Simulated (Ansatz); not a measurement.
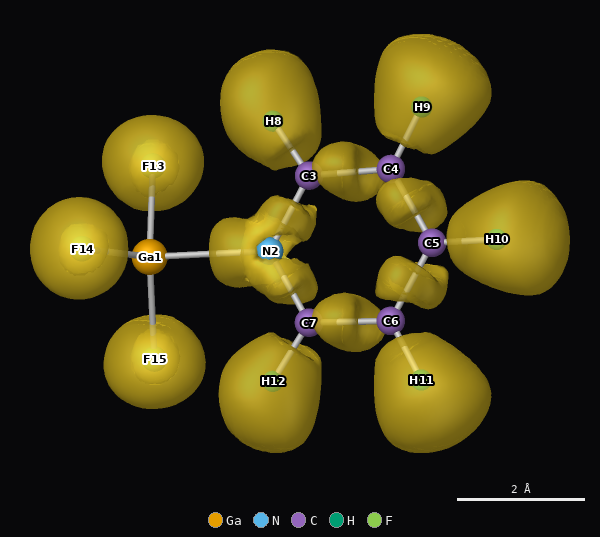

Figure. C5H5F3GaN. Isosurface of the ELF at 0.75 (yellow), seen at a tilt. Core shells and regions of very low density are left out.

Geometry: r2SCAN-D4/def2-SVP.

The calculation used RKS PBE0-D4/def2-TZVP in Ansatz 0.2.0.

```
atom    x (Å)    y (Å)    z (Å)
  Ga  -0.0061   0.0214  -2.5684
   N   0.0012   0.0012  -0.5453
   C   1.0378   0.5380   0.1210
   C   1.0647   0.5625   1.5124
   C  -0.0071   0.0054   2.2154
   C  -1.0665  -0.5698   1.5078
   C  -1.0256  -0.5596   0.1167
   H   1.8459   0.9337  -0.5025
   H   1.9165   1.0077   2.0313
   H  -0.0133   0.0126   3.3093
   H  -1.9143  -1.0269   2.0228
   H  -1.8037  -1.0083  -0.5090
   F   1.7365   0.0529  -2.8273
   F  -0.8441   1.4879  -3.0460
   F  -0.9219  -1.4588  -2.8381
```

Question: What do the ELF domains correspond to?

Answer: At this value the surface marks out four regions between bonded C–C atoms (shared pairs), five regions around hydrogen nuclei, one region on N in which the atom's valence shell and bonds are merged and three regions wrapped around F (the valence shell of each). Profiles from the grid: C–N (1.34 Å): the ELF peaks at about 0.90 between the atoms: localised, covalent bonding. C–C (1.39 Å): the ELF peaks at about 0.95 between the atoms; a covalent bond.
